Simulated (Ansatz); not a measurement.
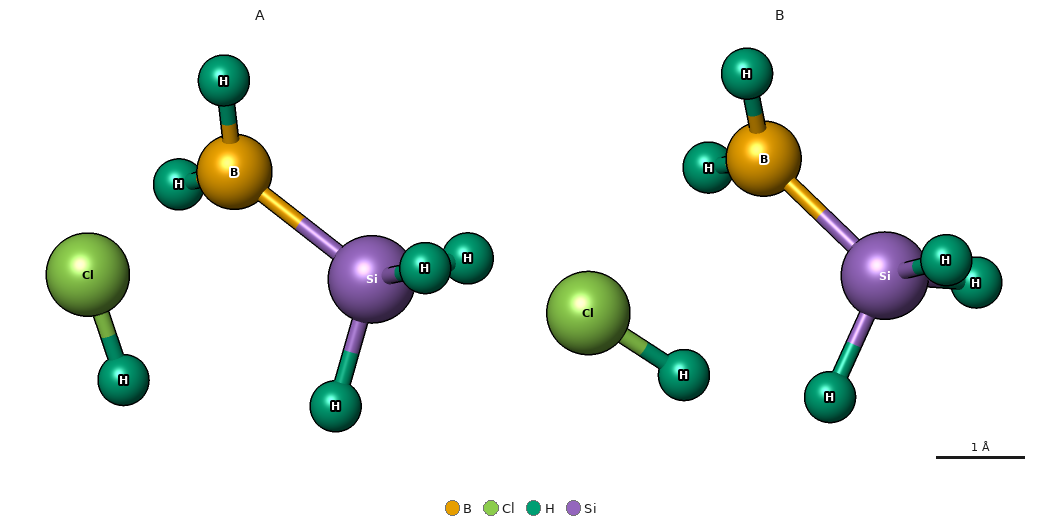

Two geometries of BSiH6Cl, drawn at one scale. One is the start of a relaxation, the other its converged end. A ball-and-stick model, seen at a tilt.

Method: RKS BLYP-D4/cc-pVDZ (Ansatz). Settings: no spin polarisation; force threshold 0.03 eV/Å; at most 50 steps.

**Which geometry has the lower energy?**

Structure A is the relaxed one. The run prepares an end point of a later path (reaction) calculation, from a guessed geometry. The atom that moves furthest after the best rigid fit is the Cl atom (0.49 Å). By element the largest moves are Cl 0.49 Å, H 0.47 Å, B 0.19 Å, Si 0.09 Å. Near-neighbour distances that change, for instance: B–Cl 3.054 → 2.497 Å, B–Si 1.977 → 2.030 Å, Cl–H 1.350 → 1.312 Å, H–Si 1.526 → 1.519 Å. Over 14 geometry steps the energy falls by 0.106 eV. Largest force component: 0.75 eV/Å at the start, 0.019 eV/Å at the end.
